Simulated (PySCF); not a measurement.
SMILES OC[CH2][GeH3] (C2H8GeO) at its GFN2-xTB optimised geometry (Å):

```
12

O      2.0153     0.1598     0.8415
C      1.5268    -0.8620     0.0000
C      0.0050    -0.8620     0.0000
Ge    -0.5727     1.0334     0.0000
H      1.7847    -0.0615     1.7506
H      1.9413    -1.8378     0.2886
H      1.8969    -0.6108    -0.9963
H     -0.3758    -1.3647     0.8920
H     -0.3773    -1.4040    -0.8640
H     -2.0153     1.1296    -0.3991
H     -0.4642     1.6494     1.3560
H      0.2255     1.8378    -0.9643
```

Method: PBE/def2-TZVP run with PySCF 2.14.0.

Map of the log10 of the electron density (e/bohr³), floored at −4 on the plane z = 1.2 Å:

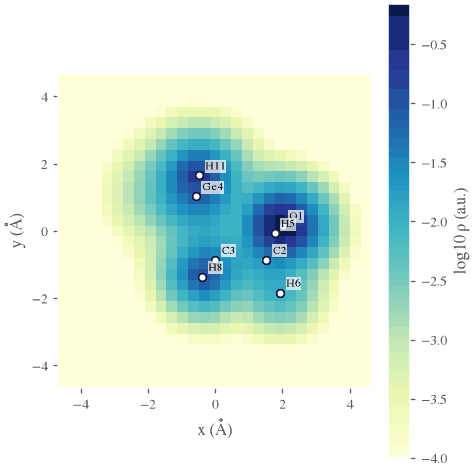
Figure: Log10 of the electron density (e/bohr³), floored at −4 on the plane z = 1.2 Å.
